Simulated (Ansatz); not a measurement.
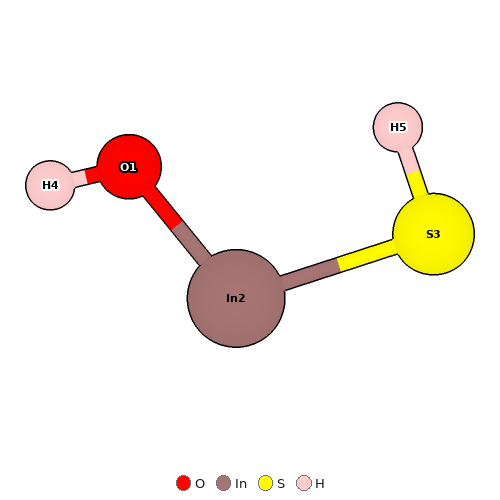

The system is H2InOS, SMILES [OH][In][SH], spin multiplicity 2; the picture shows the reference structure. The first coordinate is: bond length O1–In2; the second: bond length In2–S3. Nothing is relaxed (all other coordinates rigid). Grid: 9 × 9 points. At 17 points there is no value. All energies are given in eV relative to the relaxed molecule at the same level. The calculation used UKS B3LYP-D4/def2-TZVP (Ansatz).

Its coordinates:

```yaml
atoms:
  - { symbol: O, position_ang: [0.2180, 1.4446, 0.3138] }
  - { symbol: In, position_ang: [-0.4535, -0.3370, 1.0122] }
  - { symbol: S, position_ang: [-0.2248, -2.0984, -0.7038] }
  - { symbol: H, position_ang: [0.1604, 2.1832, 0.9303] }
  - { symbol: H, position_ang: [0.2999, -1.1925, -1.5525] }
```

Range: bond length O1–In2 from 1.663 to 3.042 Å; bond length In2–S3 from 2.075 to 3.211 Å.

### Predict the map.

The lowest grid point is at bond length O1–In2 = 2.008 Å, bond length In2–S3 = 2.501 Å, 0.007 eV from the relaxed molecule at the same level. The highest grid point, bond length O1–In2 = 1.663 Å, bond length In2–S3 = 2.075 Å, lies 3.22 eV above the lowest.

| bond length In2–S3 ↓, bond length O1–In2 → | 1.663 | 1.835 | 2.008 | 2.180 | 2.352 | 2.525 | 2.697 | 2.870 | 3.042 |
| --- | --- | --- | --- | --- | --- | --- | --- | --- | --- |
| 3.211 | 2.75 | 1.09 | 0.67 | 0.78 | 1.09 | 1.45 | 1.76 | 2.01 | 2.20 |
| 3.069 | 2.61 | – | 0.54 | – | 0.96 | – | 1.61 | – | 2.02 |
| 2.927 | 2.44 | 0.81 | 0.39 | 0.51 | 0.81 | 1.15 | 1.44 | 1.67 | 1.83 |
| 2.785 | 2.27 | – | 0.24 | – | 0.66 | – | 1.27 | – | 1.66 |
| 2.643 | 2.11 | 0.49 | 0.09 | 0.22 | 0.53 | 0.85 | 1.13 | 1.35 | 1.52 |
| 2.501 | 2.03 | – | 0.01 | – | 0.45 | – | 1.07 | – | 1.46 |
| 2.359 | 2.10 | 0.46 | 0.06 | 0.19 | 0.51 | 0.85 | 1.15 | 1.38 | 1.56 |
| 2.217 | 2.43 | – | 0.37 | – | 0.83 | – | 1.49 | – | 1.92 |
| 2.075 | 3.22 | – | 1.12 | 1.25 | 1.59 | 1.95 | 2.28 | 2.54 | 2.74 |

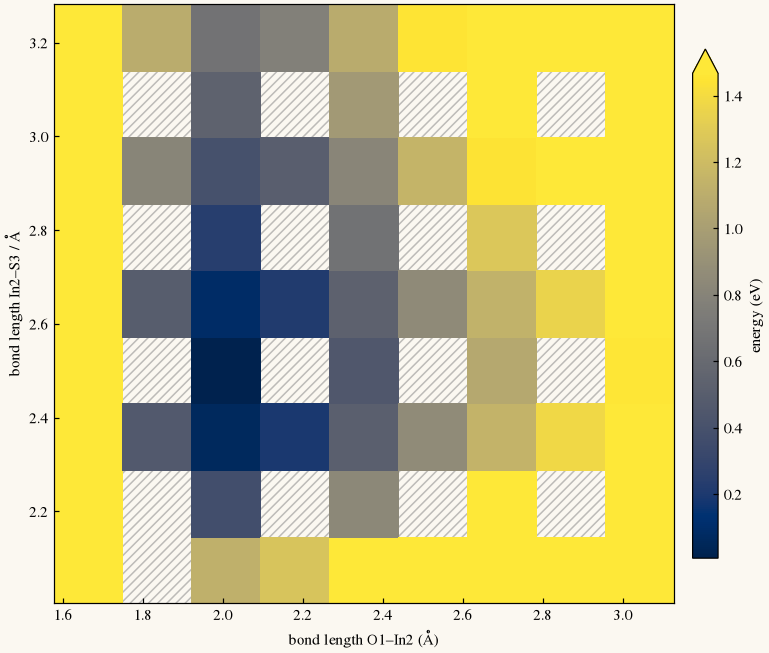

In the figure: one coloured cell a grid point, one colour for all values above the top of the scale, hatched blanks where no value was computed.

The whole map (64 points run) took 14 min on 1 thread of Intel(R) Xeon(R) Platinum 8375C CPU @ 2.90GHz (Ice Lake), on a shared host.
